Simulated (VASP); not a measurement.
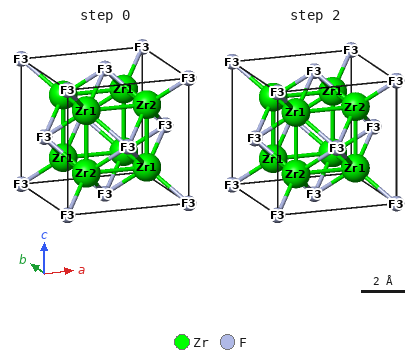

The structure of solid Zr$_{2}$F (a generated structure, set up in Fm-3m) before (left) and after (right) a relaxation, at one scale.

A ball-and-stick model of the conventional cell (4 times the calculation's cell), seen slightly off an axis. Lengths and directions refer to the drawn axes.

The run lets cell and atoms move.

All numbers below come from VASP 6.6.1, Kohn-Sham DFT of a periodic cell, PBEsol, VASP PAW PBE potentials, recommended.

Input
```
  PREC = Accurate
  ENCUT = 600
  EDIFF = 1E-7
  ISMEAR = 0
  SIGMA = 0.05
  LREAL = F
  LASPH = T
  NELM = 100
  ALGO = Fast
  ISIF = 3
  LWAVE = F
  LCHARG = F
  GGA = PS
  IBRION = 2
  NSW = 60
  EDIFFG = -0.005
```

Command:
```bash
cat potpaw_PBE.64/Zr_sv/POTCAR potpaw_PBE.64/F/POTCAR > POTCAR
mpirun -np 1 vasp_std > vasp.out
```

Summarise the run.

The energy falls by 13.7 meV per atom in 2 geometry steps. All forces vanish by symmetry, so only the cell relaxes. The pressure goes from −4.25 to 0.01 GPa. No atom moves by more than 0.005 Å relative to the cell. The volume changes by −5.3 %, with a = b = c 6.081 → 5.972 Å (−1.8 %). Some distances before and after: Zr1–Zr2 3.041 → 2.986 Å, Zr1–F3 2.633 → 2.586 Å. The space group stays Fm-3m (No. 225).
